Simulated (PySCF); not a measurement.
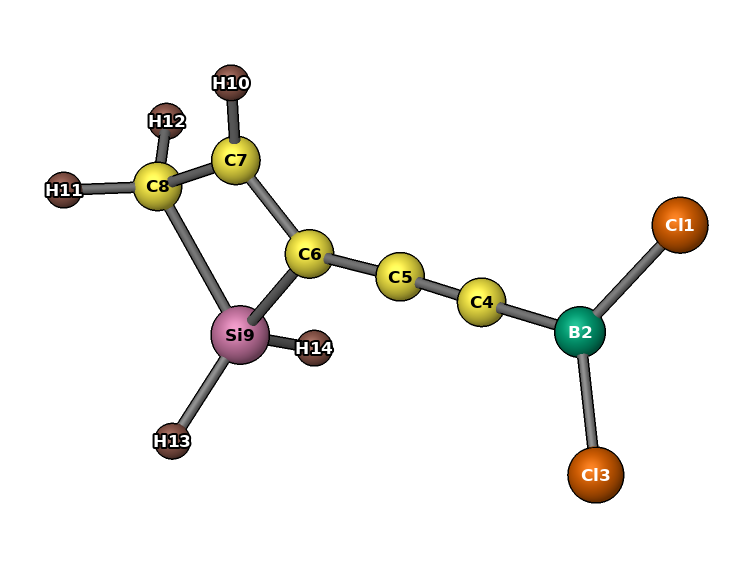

The questions are on isotropic NMR shieldings of the H atoms. The computed structure is the end point of a GFN2-xTB optimisation. No frequency run is at hand to confirm it as a minimum. Properties computed with GIAO PBE0/pcSseg-1 NMR shielding, non-relativistic, gas phase (PySCF 2.14.0).

List the isotropic NMR shieldings of the H atoms.

```json
{"atom": "H10", "σ (ppm)": "24.15"}
{"atom": "H11", "σ (ppm)": "29.66"}
{"atom": "H12", "σ (ppm)": "29.62"}
{"atom": "H13", "σ (ppm)": "26.56"}
{"atom": "H14", "σ (ppm)": "26.58"}
```

The geometry is semi-empirical. Around B, Si such bond lengths and angles can be off by a tenth of an ångström or more and by several degrees, and values that hang on the shape move with them.
